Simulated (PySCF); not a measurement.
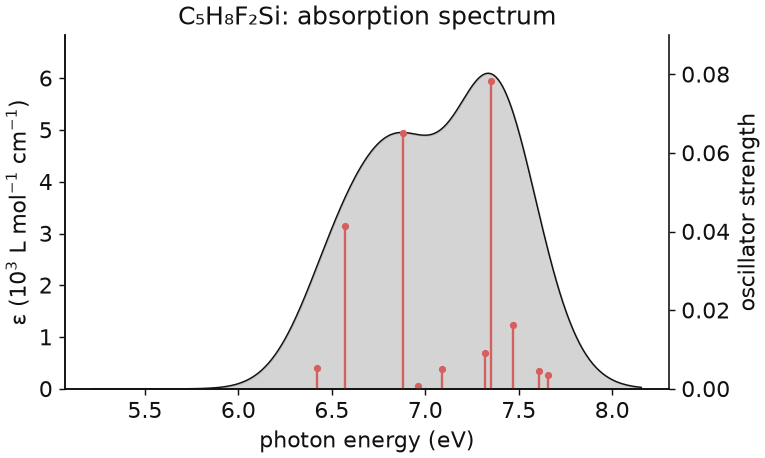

Computed absorption of C₅H₈F₂Si, SMILES FC(F)[SiH]1CC=CC1. Vertical TDDFT excitations, B3LYP/def2-SVPD in PySCF, at a PBE0-D3(BJ)/def2-SVP geometry (no frequency check), gas phase. The lowest 10 singlet states are shown; each is broadened by a Gaussian of 1/e half-width 0.30 eV. Sticks give oscillator strengths (right axis).

### Where is the lowest singlet, and is it bright?

S1 lies at 6.42 eV (193 nm) with f = 0.005, mainly HOMO → LUMO+1 (98 %); it is weak.

### Does any vertical transition fall in the visible?

No singlet lies below 3.1 eV (beyond 400 nm), so at this level no vertical transition falls in the visible.

Known limits of this run: states above the negative HOMO energy depend on the basis; one conformer of a flexible molecule; core orbitals are frozen in the response.
